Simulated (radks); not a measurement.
Computed with the in-house radial solver radks: Dirac Kohn-Sham, PBE, spin-unpolarised, spherical densities, point nucleus. The occupation of the 4d shell is varied from Cd³⁺ ([Kr] 4d9 (4d3/2: 4, 4d5/2: 5)) to Cd²⁺ ([Kr] 4d10), with spherical fractional occupations. Wanted, and plotted below: the total energy less the straight line between the end points, and the eigenvalue of 4d5/2 (the dashed line is minus the energy to take the whole electron out).

The curve is convex (below the straight line), with the largest deviation among the points computed, −1.92 eV, at 0.5. The end points differ by 37.7 eV, the energy to take the electron out. The eigenvalue, which is the slope of the energy (Janak's theorem), moves from −45.5 eV at 0 to −30.2 eV at 1; for a straight line it would stay constant, and a parabola would sag by an eighth of this change, scaled to a whole electron, 1.92 eV. Convexity is the mark of the delocalisation error, which puts fractional charges too low; for p, d and f shells the spherical spreading of the fraction adds to it.

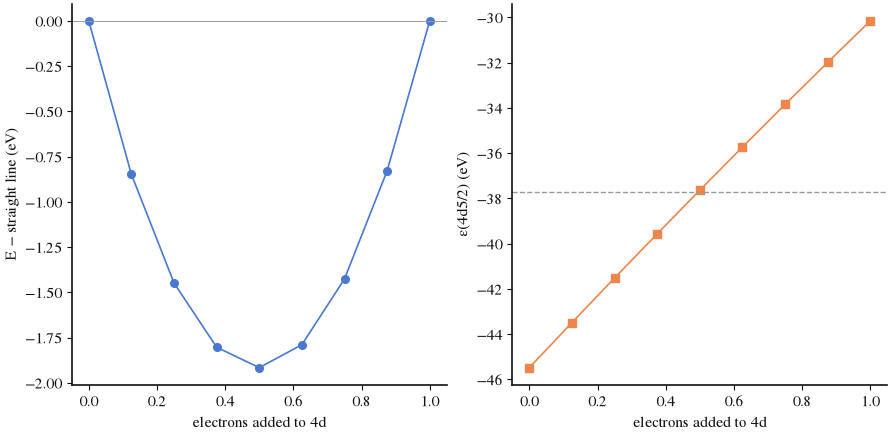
